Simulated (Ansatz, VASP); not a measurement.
# Cross-check of WSe2 between VASP and Ansatz

One calculation is typed for both programs; each brings its own data sets and cutoff. How far apart do they land? The cell comes out of the VASP series on this material, whose earlier steps may have relaxed, scaled or displaced it; both programs get it as it stands.

Calculated with Ansatz 0.2.0; plane waves, with VASP 6.6.1 beside it; band structure at HSE06.

### 1. Set-up

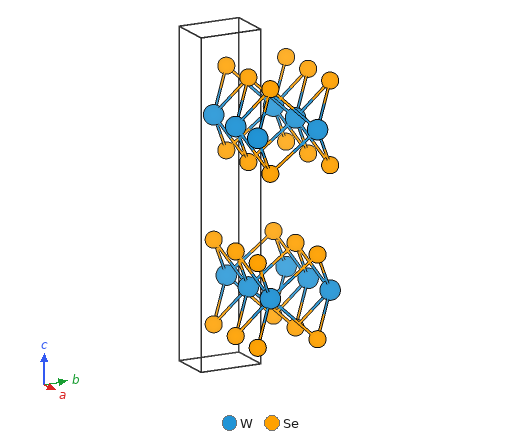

The cell as given, slightly off an axis (tungsten blue, selenium orange). 3×2×1 cells are drawn.

### 2. Ansatz: band structure, HSE06

Ansatz runs on its default PAW (the set named soft_2) files.

The same path points are solved in both programs, so levels can be compared one by one.

input.yaml

```yaml
crystal:
  lattice:
    - [3.2971824212, 0.0, 0.0]
    - [-1.6485912106, 2.8554437377, 0.0]
    - [0.0, 0.0, 13.1592392706]
  atoms:
    - { symbol: W, position: [0.3333333333, 0.6666666667, 0.25] }
    - { symbol: W, position: [0.6666666667, 0.3333333333, 0.75] }
    - { symbol: Se, position: [0.3333333333, 0.6666666667, 0.623466312] }
    - { symbol: Se, position: [0.6666666667, 0.3333333333, 0.123466312] }
    - { symbol: Se, position: [0.3333333333, 0.6666666667, 0.876533688] }
    - { symbol: Se, position: [0.6666666667, 0.3333333333, 0.376533688] }
hamiltonian:
  xc: { exchange: pbe, correlation: pbe, exx: { coeff: 0.25, omega: 0.2 } }
  pseudopotentials: { kind: paw }
kpoints:
  mp_grid: { grid: [5, 5, 1] }
  band_path:
    path:
      - [0.0, 0.0, 0.0]
      - [0.4, 0.0, 0.0]
      - [0.4, 0.2, 0.0]
      - [0.2, 0.2, 0.0]
      - [0.0, 0.0, 0.1]
      - [0.0, 0.0, 0.5]
      - [0.4, 0.0, 0.5]
      - [0.4, 0.2, 0.5]
      - [0.2, 0.2, 0.5]
      - [0.5, 0.0, 0.4]
      - [0.33333, 0.33333, 0.0]
      - [0.33333, 0.33333, 0.5]
    npoints: 1
scf:
  occupations: { method: gaussian, width: 0.05 }
  n_extra_bands: 9
output:
  forces: true
  stress: true
  eigenvalues: true
  write_density: true
  write_potential: true
  elf: true
  volumetric_format: npy
```

On the command line:

```console
ansatz run input.yaml --threads 4 --pin off --max-ram 9216MiB --backend cpu --events-out ev --progress --plain --runs-dir out
```

Numbers of over 12 decimals in the logs are rounded to 6 here.

Log:

```text
Warning: output.stress: scf.convergence.dr2_threshold = 1e-7 eV (the SCF's general default) is looser than the 6e-10 eV advised for a printed stress (1e-10 eV for each atom of the cell: 6). What an SCF threshold leaves in a stress goes as its square root, and in the free energy as the threshold itself, and one threshold admits the most on a small cell: [figures from the program's tests cut] Set scf.convergence.dr2_threshold to 6e-10 eV or tighter. The threshold is an SCF's pass mark: one that does not reach it within its budget of iterations ends unconverged, or closes short of it on a stop that the run arms, and scf.convergence.dr2_threshold's page says what that costs each kind of run
Warning: output.stress: scf.exx.energy_threshold = 1e-6 eV is looser than the 6e-8 eV advised for a stress under a hybrid functional (1e-8 eV for each atom of the cell: 6). Every SCF of the exchange loop can meet its threshold on dr2 while the loop round them stops early: no threshold on dr2 bounds what that leaves in the stress. Set scf.exx.energy_threshold to 6e-8 eV or tighter. The threshold is the loop's pass mark: a loop that does not reach it within its budget of cycles ends unconverged, and scf.exx.energy_threshold's page has the law
scf.n_extra_bands = 9 over 46 filled bands (N_el = 92.0): the run solves 55 bands
Engine: ansatz 0.2.0, x86_64-unknown-linux-gnu
Pseudopotentials: kind: paw
Pseudopotential: W, paw, valence charge 14, recommended cutoff 420 eV (normal), W.paw.azcp
Pseudopotential: Se, paw, valence charge 16, recommended cutoff 420 eV (normal), Se.paw.azcp
Functional definition: unnamed
  parameter a_1 = 0.25
  parameter omega_1 = 0.2/angstrom
  exchange = pbe_x + (-a_1)*pbe_x_sr(omega_1) + a_1*exact_x_sr(omega_1)
  correlation = pbe_c
Crystal: 6 atoms, lattice volume = 123.893 Å³
Basis set: ecut = 420 eV, 2467 PW (Γ), exchange–correlation on 48×48×180 points (8 copies of the dense FFT grid, shifted against one another)
Bands: 55, of which v1, the nominal top of the filled ones, is band 46 counted from 1 (45 counted from 0)
Symmetry: 24 space group operations
Space group: P63/mmc (ITA 194), of the structure as read, at distance tolerance 5.0e-5 Å
k-points: 5 of 25
Non-local potential: W, projectors of the file, l = 0: 3, l = 1: 2, l = 2: 2, l = 3: 1
Non-local potential: Se, projectors of the file, l = 0: 2, l = 1: 2, l = 2: 3, l = 3: 1
PAW form: soft (Blöchl's): semilocal exchange-correlation on the pseudo side does not see the compensation charge
PAW frozen core: W, regenerated for the run's functional, and the local potential with it (the file was generated under x = pbe(κ = 0.804, μ = 0.219515), c = pbe(β = 0.066725))
PAW frozen core: Se, regenerated for the run's functional, and the local potential with it (the file was generated under x = pbe(κ = 0.804, μ = 0.219515), c = pbe(β = 0.066725))
PAW one-centre angular grid: W, 590 points (default); XC on 64 Gauss nodes
PAW one-centre angular grid: Se, 590 points (default); XC on 64 Gauss nodes
Initial density: superposition of atomic densities (neutral atoms: chi_scale 0, normalization atom), corrected by the library's trained network
Initial wavefunctions: pseudopotential atomic-orbital guess
Functional: x = pbe(κ = 0.804, μ = 0.219515), c = pbe(β = 0.066725), warm-up for x = pbe(κ = 0.804, μ = 0.219515) + 0.25 (exact − pbe) at short range (hse, ω = 0.2 Å⁻¹), c = pbe(β = 0.066725)
SCF iter   1: F=—  HF=-42649.200267 eV  |F-HF|=—  |Δ(HF+E_count)|=         —  Δρ=6.21e-3  dr2=5.24e-2  ethr=1.77e-3  ⟨swp⟩=5.8  Hψ=1042  notcnv=0
preconditioner: auto → none  [insulator: Δε(μ)=1.061 eV  Ē_g=8.729 eV  σ=0.050 eV  W_gap=1.00  n_scr=40 (ndim 8)  ℏωp=20.0 eV  f_vac=0.060  D(μ)=0.00/eV (n_scr^D=0)]
SCF iter   2: F=—  HF=-42649.226772 eV  |F-HF|=—  |Δ(HF+E_count)|=   2.65e-2  Δρ=6.58e-3  dr2=1.88e-1  ethr=5.70e-5  ⟨swp⟩=4.0  Hψ=748  notcnv=0
SCF iter   3: F=—  HF=-42649.201690 eV  |F-HF|=—  |Δ(HF+E_count)|=   2.51e-2  Δρ=2.16e-3  dr2=7.47e-3  ethr=5.70e-5  ⟨swp⟩=4.0  Hψ=674  notcnv=0
iter 4 solved again at ethr=2.72e-7 eV; its pass at ethr=8.12e-6 eV (dr2=2.50e-4 eV) is discarded
SCF iter   4: F=—  HF=-42649.202662 eV  |F-HF|=—  |Δ(HF+E_count)|=   9.72e-4  Δρ=8.37e-4  dr2=2.38e-4  ethr=2.72e-7  ⟨swp⟩=3.4  Hψ=1094  notcnv=0
SCF iter   5: F=-42649.203148 eV  HF=-42649.203141 eV  |F-HF|=6.77e-6  |Δ(HF+E_count)|=   4.80e-4  Δρ=1.06e-4  dr2=4.25e-6  ethr=2.58e-7  ⟨swp⟩=3.0  Hψ=628  notcnv=0
SCF 1 stopped early in 5 iterations: F = -42649.203148 eV  dr2 = 4.25e-6
  greatest PAW one-centre occupation: 1.000 electrons in one spin orbital (limit 2), on the Se atom at site 5 (counted from 0), in its partial waves of l = 2
Initial density: handed on by an earlier stage of this run
Initial wavefunctions: those handed on with the density
Functional: x = pbe(κ = 0.804, μ = 0.219515) + 0.25 (exact − pbe) at short range (hse, ω = 0.2 Å⁻¹), c = pbe(β = 0.066725)
[...]
SCF iter   6: F=—  HF=-42657.176145 eV  |F-HF|=—  |Δ(HF+E_count)|=   4.86e-4  Δρ=2.81e-4  dr2=2.67e-4  ethr=4.62e-8  ⟨swp⟩=4.8  Hψ=711  notcnv=0
SCF iter   7: F=-42657.176100 eV  HF=-42657.176100 eV  |F-HF|=6.42e-7  |Δ(HF+E_count)|=   4.50e-5  Δρ=4.19e-5  dr2=3.54e-6  ethr=4.62e-8  ⟨swp⟩=3.8  Hψ=585  notcnv=0
SCF 2 stopped early in 7 iterations: F = -42657.176100 eV  dr2 = 3.54e-6
  Residual-converged pass: ⟨swp⟩=4.0  Hψ=856  notcnv=0  max |occ|·‖R‖ = 6.0e-6 eV (tolerance 6.7e-6 eV)  dr2=3.51e-6  dr2_onsite=1.01e-7  max |Δocc| = 1.2e-112
  greatest PAW one-centre occupation: 1.000 electrons in one spin orbital (limit 2), on the Se atom at site 4 (counted from 0), in its partial waves of l = 2
hybrid outer 1: dexx = +2.060e-2 eV, tail = 1.98e-4 eV
Exchange kernel: α = 0.2500, screened, ω = 0.2000 Å⁻¹, Wigner–Seitz truncation, v(0) = 1099.3017 eV·Å³, q-mesh 5×5×1, nearest image of the exchange supercell L = 13.16 Å, pair-density grid 15×15×60, without the augmentation charges, whose exchange is taken in its separable form by FFT convolution over the k-point mesh (sized by the pseudopotential files, 20×20×90 at the most), smooth part of the exact exchange by density-matrix convolution
Frozen-core exchange: fock
SCF iter   1: F=—  HF=-42657.176690 eV  |F-HF|=—  |Δ(HF+E_count)|=         —  Δρ=5.94e-5  dr2=5.65e-6  ethr=1.07e-6  ⟨swp⟩=3.8  Hψ=573  notcnv=0
preconditioner: auto → none  [insulator: Δε(μ)=1.566 eV  Ē_g=10.032 eV  σ=0.050 eV  W_gap=1.00  n_scr=40 (ndim 8)  ℏωp=20.0 eV  f_vac=0.068  D(μ)=0.00/eV (n_scr^D=0)]
SCF iter   2: F=—  HF=-42657.176692 eV  |F-HF|=—  |Δ(HF+E_count)|=   1.99e-6  Δρ=2.09e-5  dr2=3.67e-7  ethr=5.90e-9  ⟨swp⟩=4.0  Hψ=835  notcnv=0
SCF iter   3: F=—  HF=-42657.176693 eV  |F-HF|=—  |Δ(HF+E_count)|=   8.02e-7  Δρ=9.96e-6  dr2=1.15e-7  ethr=2.07e-10  ⟨swp⟩=4.0  Hψ=763  notcnv=0
SCF iter   4: F=—  HF=-42657.176693 eV  |F-HF|=—  |Δ(HF+E_count)|=   1.14e-8  Δρ=1.77e-6  dr2=6.38e-9  ethr=7.88e-11  ⟨swp⟩=3.0  Hψ=543  notcnv=0
SCF iter   5: F=—  HF=-42657.176693 eV  |F-HF|=—  |Δ(HF+E_count)|=   1.23e-8  Δρ=1.30e-6  dr2=1.69e-9  ethr=4.95e-12  ⟨swp⟩=4.0  Hψ=629  notcnv=0
SCF iter   6: F=-42657.176693 eV  HF=-42657.176693 eV  |F-HF|=1.48e-9  |Δ(HF+E_count)|=   2.83e-9  Δρ=8.70e-7  dr2=4.75e-10  ethr=2.00e-12 (applied; sched 1.68e-12)  ⟨swp⟩=3.0  Hψ=679  notcnv=0
SCF 3 converged in 6 iterations: F = -42657.176693 eV  dr2 = 4.75e-10
  Residual-converged pass: ⟨swp⟩=2.0  Hψ=463  notcnv=0  max |occ|·‖R‖ = 7.6e-7 eV (tolerance 7.7e-7 eV)  dr2=4.69e-10  dr2_onsite=2.84e-9  max |Δocc| = 2.9e-116
hybrid outer 2: dexx = +1.313e-6 eV, tail = 6.43e-8 eV, Δε = 2.30e-3 eV (about 8.66e-5 eV left of the loop's levels), ΔF = 1.25e-2 eV/Å (tail 2.13e-3)
Exchange kernel: α = 0.2500, screened, ω = 0.2000 Å⁻¹, Wigner–Seitz truncation, v(0) = 1099.3017 eV·Å³, q-mesh 5×5×1, nearest image of the exchange supercell L = 13.16 Å, pair-density grid 15×15×60, without the augmentation charges, whose exchange is taken in its separable form by FFT convolution over the k-point mesh (sized by the pseudopotential files, 20×20×90 at the most), smooth part of the exact exchange by density-matrix convolution
Frozen-core exchange: fock
SCF iter   1: F=—  HF=-42657.176694 eV  |F-HF|=—  |Δ(HF+E_count)|=         —  Δρ=7.34e-7  dr2=4.10e-10  ethr=3.49e-10  ⟨swp⟩=5.4  Hψ=612  notcnv=0
SCF iter   2: F=-42657.176694 eV  HF=-42657.176694 eV  |F-HF|=2.84e-10  |Δ(HF+E_count)|=  3.35e-10  Δρ=4.96e-7  dr2=1.81e-10  ethr=2.47e-12 (applied; sched 1.00e-12)  ⟨swp⟩=4.0  Hψ=842  notcnv=0
SCF 4 converged in 2 iterations: F = -42657.176694 eV  dr2 = 1.81e-10
  Residual-converged pass: ⟨swp⟩=2.0  Hψ=482  notcnv=0  max |occ|·‖R‖ = 9.5e-7 eV (tolerance 9.8e-7 eV)  dr2=1.80e-10  dr2_onsite=6.11e-10  max |Δocc| = 3.4e-118
hybrid outer 3: dexx = +5.950e-10 eV, tail = 1.60e-9 eV, Δε = 5.04e-5 eV (about 1.55e-5 eV left of the loop's levels), ΔF = 1.23e-4 eV/Å (tail 1.57e-4)
NSCF: frozen V_eff on 12 k-points
hybrid SCF converged: 3 outer / 15 inner (+5 warm-up), last move |dexx| = 5.95e-10 eV, tail = 1.60e-9 eV
Stability not checked: this state was not tested for a lower state beside it, because the functional holds exact exchange (a hybrid, or Hartree-Fock), whose exchange loop this test does not read (fock_operator; see scf.lower_state_search)
Free energy (F): -42657.176694 eV
Frozen-core exchange: fock
Harris-Foulkes:  -42657.176694 eV  (|F-HF|=2.84e-10)
Internal energy: -42657.176694 eV  (E = F + TS)
E sigma→0 (E₀):  -42657.176694 eV
Fermi energy:    13.046799 eV
--- Per-component energies (eV) ---
  E_band       = -1971.500584
  E_kinetic    = 1372.626813
  E_local      = -11754.185504  (includes V_loc(G=0)·N_el)
  E_nonlocal   = -2380.287206
  E_hartree    = 5644.426240
  E_xc         = -759.900273
  E_vxc        = -694.743943  (∫ρ·V_xc dr)
  E_exx        = -355.961520  (= α·E_x^exact, valence–valence)
  E_paw        = -24606.292158  (= ΣΔE_a)
  E_vpaw       = 908.161860  (= ΣTr[D̂ρ^β])
  E_aug_tail   = -0.002502  (compensation charges beyond the density's cutoff)
  E_ewald      = -9807.470871
  E_core_change = -10.129713  (= ΣΔE_core)
  E_smearing   = -0.000000  (= −TS)
  E_closure    = -0.000000  (closes the sum)
  Σ components = -42657.176694   (vs F -42657.176694, Δ=0.00e0)
--- Forces (eV/Å), atoms counted from 1 ---
  atom   1  W      0.00000000     0.00000000     0.00000000
  atom   2  W      0.00000000    -0.00000000     0.00000000
  atom   3  Se     0.00000000     0.00000000     0.25320429
  atom   4  Se    -0.00000000    -0.00000000     0.25320429
  atom   5  Se    -0.00000000     0.00000000    -0.25320429
  atom   6  Se    -0.00000000    -0.00000000    -0.25320429
  max |Σ_I F_I| component: 2.63e-17 eV/Å
--- Stress (GPa, compression-positive) ---
       -0.981351      -0.000000       0.000000
        0.000000      -0.981351       0.000000
        0.000000       0.000000       0.278452
  P = ⅓ Tr σ = -0.5614 GPa (-5.614 kbar)
--- Band table (eV; the first three rows and the last of 5) ---
  k-point 0: bands = [... 42 lower, 10.5516, 10.8466, 11.1295, 12.2653, 15.5798, 15.5798, 15.6219, 15.6219, ... 5 higher]
  k-point 1: bands = [... 42 lower, 9.9788, 10.7815, 11.0222, 11.2820, 14.3134, 15.0338, 15.1271, 15.1539, ... 5 higher]
  k-point 2: bands = [... 42 lower, 10.4167, 10.5849, 10.6843, 10.7607, 14.8308, 14.8842, 14.9769, 15.3533, ... 5 higher]
  k-point 4: bands = [... 42 lower, 9.2826, 9.6123, 11.4680, 11.7146, 14.5108, 14.5842, 15.3332, 15.7593, ... 5 higher]
```

It took 28 s on 4 threads of AMD EPYC 9R45 (Zen 5), shared host; peak memory 1.2 GiB; 98 s of CPU time.

[end of part 1 of 2]

[Lines on the potential files, build, host, timing and source positions are cut from VASP's logs without a mark.]

[Logs are printed without paths, hosts, clocks, repeated set-up lines and the standing remarks that a program may print on its own settings, such as how far it seeks lower states.]

[Hosts, paths, dates, database ids (printed as entryN), source tags and the programs' standing remarks are cut or masked in the printed files.]
